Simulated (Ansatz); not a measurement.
# Si: pressure series

Take Si in the diamond structure (space group Fd-3m, No. 227; a = 5.4442 Å) as the base.

Cell and atoms are relaxed at each pressure.

All numbers come from r2SCAN in Ansatz (plane waves to 500 eV, PAW, spin-orbit coupling left out).

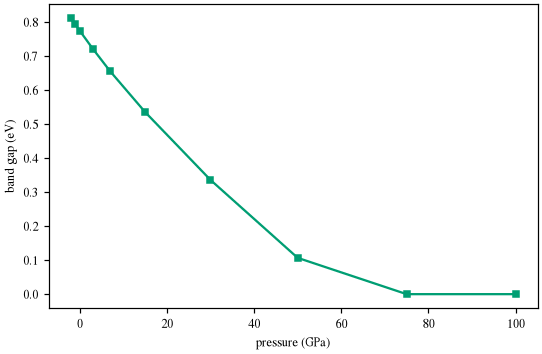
*Band gap against pressure*

Q: From the plot, what is the band gap for pressure 30 GPa?

A: About 0.34 eV.

Q: Is the trend monotonic over the range shown?

A: Yes, it falls throughout, spanning zero to 0.81 eV.

The mesh was chosen for an insulator and is coarse for the gapless case. Load acts through the strain it causes; cell and atoms are relaxed under it. No phonon test of stability was made. Measured, Si leaves this structure (for the β-tin structure) near 12 GPa (room temperature; as listed in arXiv:1906.07825). A zero or small gap of Si under pressure 50 GPa and Si under pressure 75 GPa can be the functional's error rather than a property of the material.

Ansatz is a program for electronic structure.
